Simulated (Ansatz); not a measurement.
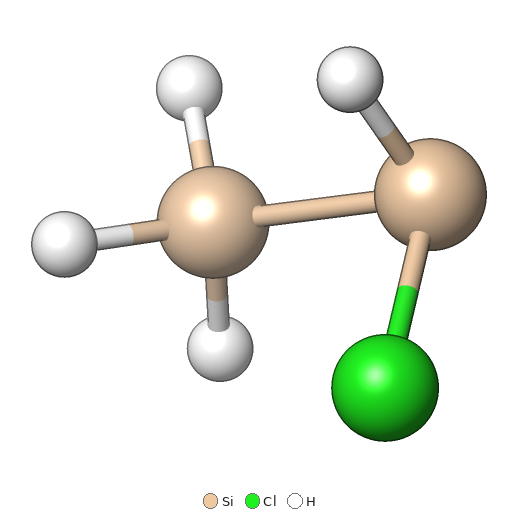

The species has charge −1 and is a spin singlet. The geometry was computed by an optimisation with PBE0-D4/def2-TZVPD. No frequency run is at hand to confirm it as a minimum. Method: RKS PBE0-D4/def2-TZVPPD (Ansatz 0.2.0).

Computed properties:

The species is ClH4Si2(-).
- HOMO energy (Kohn–Sham orbital): −0.98 eV
- dispersion correction: −17.5 kJ/mol
